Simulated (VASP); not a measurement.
Band structure of LuTe (space group P-6m2). These are PBEsol GGA, VASP's PBE PAW potentials (set 64) (plane waves; VASP) values and carry that method's errors.

Unless said otherwise, spin-orbit coupling is left out, though it shifts the bands of the heavy elements here.

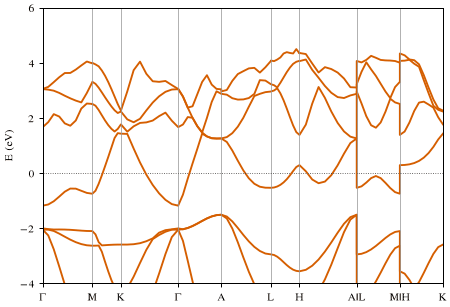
Figure: Bands along high-symmetry lines, zero at the valence-band maximum or, without a gap, the Fermi level

Task: Read the plot: is there a gap, and where are the band edges?

Result: It has no gap at this level: it comes out as a metal or semimetal. (Edges off the drawn lines would not show.)

The structure comes from a computed database's LuTe entry (P-6m2); how it stands against other phases isn't given here. It was relaxed first. The electron count is odd and the run is not spin-polarised, which forces a metal.
